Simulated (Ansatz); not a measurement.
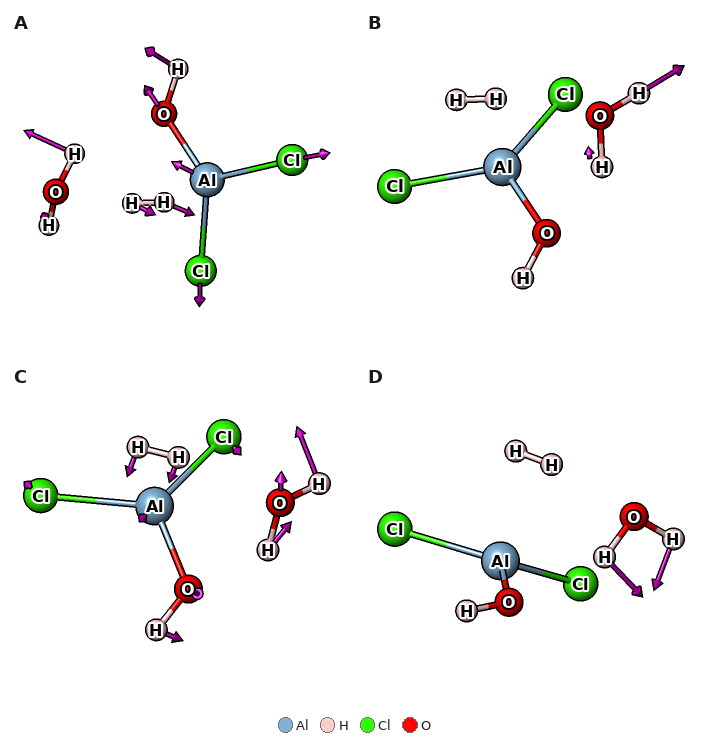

4 normal modes of one molecule or complex, as arrows. Harmonic vibrations computed with RKS PBE0-D4/def2-TZVP (Ansatz 0.2.0) at a stationary point of the same level.

Question: Match the panels to the wavenumbers 117 cm⁻¹, 427 cm⁻¹, 1636 cm⁻¹, 3906 cm⁻¹.

Answer: A: 427 cm⁻¹, in-phase stretching of 2 Al–Cl bonds
B: 3906 cm⁻¹, O–H stretching
C: 117 cm⁻¹
D: 1636 cm⁻¹, H–O–H bending
